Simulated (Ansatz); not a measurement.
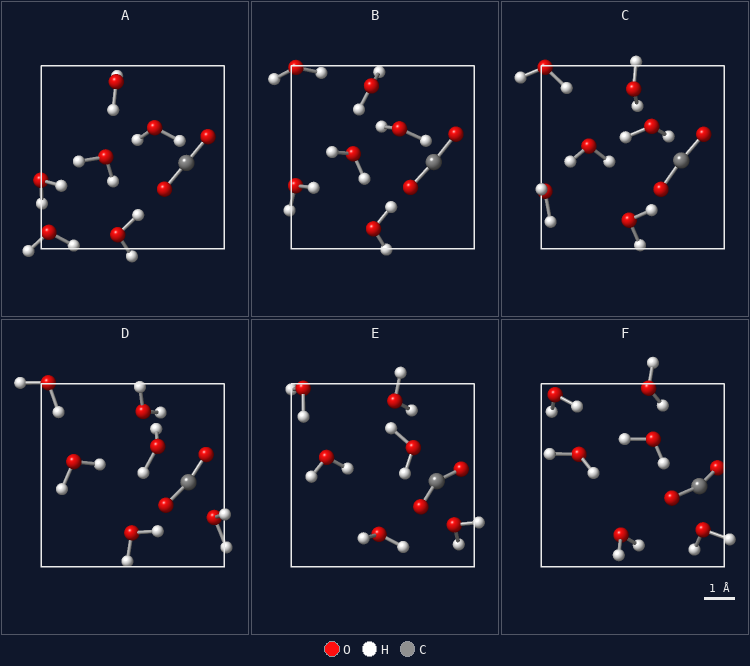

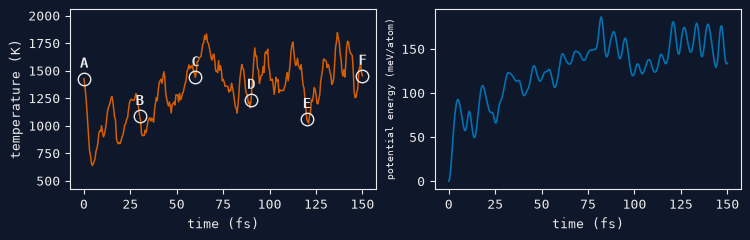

Molecular dynamics of a periodic cell with 6 H2O + 1 CO2 at 1.027 g/cm³, 150 fs long. Frames (A at 0 fs, B at 30 fs, C at 60 fs, D at 90 fs, E at 120 fs, F at 150 fs) and the history of the run. The picture is a ball-and-stick view of the simulation cell, seen along the b axis. Atoms that leave the cell re-enter on the other side.

Level of theory: DFT PBE, scalar-relativistic, plane waves, PAW (Ansatz 0.2.0). Set-up: plane-wave cutoff 420 eV; k-point mesh 1 × 1 × 1; Fermi-Dirac smearing 0.05 eV; Langevin thermostat (NVT); set temperature 1500 K; time step 0.5 fs; H given the mass 2.014 u; friction 0.02 per fs.

Input file:
```yaml
crystal:
  lattice:
    - [6.265827, 0.0, 0.0]
    - [0.0, 6.265827, 0.0]
    - [0.0, 0.0, 6.265827]
  atoms:
    - { symbol: O, position: [-0.00636489, 1.07466273, 0.37093936] }
    - { symbol: H, position: [-0.00073806, 1.16907674, 0.24287596] }
    - { symbol: H, position: [0.10485933, 0.97000659, 0.34027675] }
    - { symbol: O, position: [0.41393404, 0.93182219, 0.0728945] }
    - { symbol: H, position: [0.49149925, 1.00183554, -0.04555521] }
    - { symbol: H, position: [0.52579542, 0.91300599, 0.18008285] }
    - { symbol: O, position: [0.34848395, 0.34247823, 0.49812463] }
    - { symbol: H, position: [0.38842299, 0.41036727, 0.36431961] }
    - { symbol: H, position: [0.20127355, 0.28601513, 0.47329771] }
    - { symbol: O, position: [0.61568134, 0.02414079, 0.65786562] }
    - { symbol: H, position: [0.52204033, 0.13187661, 0.59114858] }
    - { symbol: H, position: [0.75298407, 0.04587797, 0.58604066] }
    - { symbol: O, position: [0.03720281, 0.3849542, 1.08568828] }
    - { symbol: H, position: [0.17321636, 0.42758413, 1.01316509] }
    - { symbol: H, position: [-0.07408314, 0.42047756, 0.9834639] }
    - { symbol: O, position: [0.40586085, 0.51460317, 0.90925327] }
    - { symbol: H, position: [0.41069026, 0.66875465, 0.94092344] }
    - { symbol: H, position: [0.38904928, 0.49747192, 0.75483595] }
    - { symbol: C, position: [0.78933108, 0.61442724, 0.46527154] }
    - { symbol: O, position: [0.66975788, 0.62669273, 0.3217817] }
    - { symbol: O, position: [0.90767789, 0.59971332, 0.60893169] }
basis:
  ecutwfc: 420.0
kpoints:
  mp_grid: { grid: [1, 1, 1] }
hamiltonian:
  xc: pbe
scf:
  occupations: { method: fermi_dirac, width: 0.05 }
  lower_state_search: "off"
md:
  timestep: 0.5
  n_steps: 300
  ensemble: nvt_langevin
  temperature: 1500.0
  initial_velocities: maxwell_boltzmann
  seed: 883648
  friction: 0.02
  masses: [{ species: H, mass: 2.014 }]
```

Run as
```bash
ansatz run input.yaml --threads 1 --pin off --max-ram 3072MiB --backend cpu --events-out ev --progress --plain --runs-dir out
```

> What happens in this trajectory?

The mean temperature in the second half is 1441 K (standard deviation 171 K). The potential energy in the second half lies on average 150 meV per atom above the first frame. In the second half of the run the atoms are, in the root-mean-square, this far from where they began (common drift taken out): H 1.29 Å, O 0.90 Å, C 0.30 Å. The heavy atoms stay within a fraction of a molecule's size of their starting places; so short a run doesn't tell a liquid from a solid.

Limits of the set-up: masses were changed (H 2.014 u), which shifts the vibrations; the periodic images lie only 6.3 Å apart, so the values are limited by the cell's size.
